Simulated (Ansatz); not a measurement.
We consider CsCl-type CoGa, described by r²SCAN-D4 in Ansatz (plane waves, PAW).

Run with plane-wave cutoff 560 eV, 20×20×20 k mesh, Fermi–Dirac smearing 0.05 eV, no spin polarisation, scalar-relativistic PAW data made under PBE.

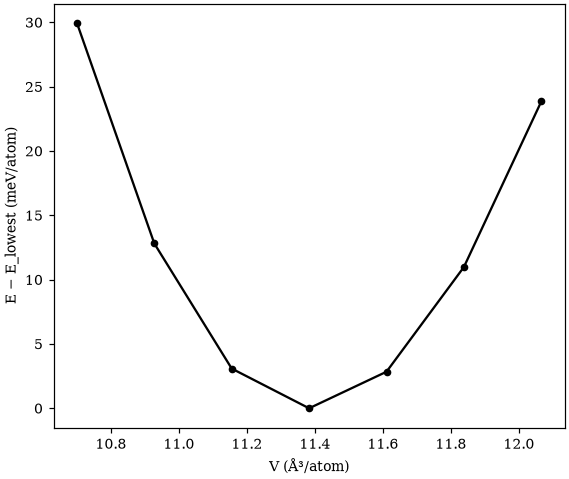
Figure. Total energy against volume

Task: From the curve, estimate the equilibrium volume and the bulk modulus.

Result: V0 ≈ 11.4 Å³/atom and B0 ≈ 210 GPa; the fit gives V0 = 11.383 Å³/atom, B0 = 208 GPa, B′ = 4.6.

The computed numbers hold no vibrational or temperature effects.

Ansatz is a first-principles code.
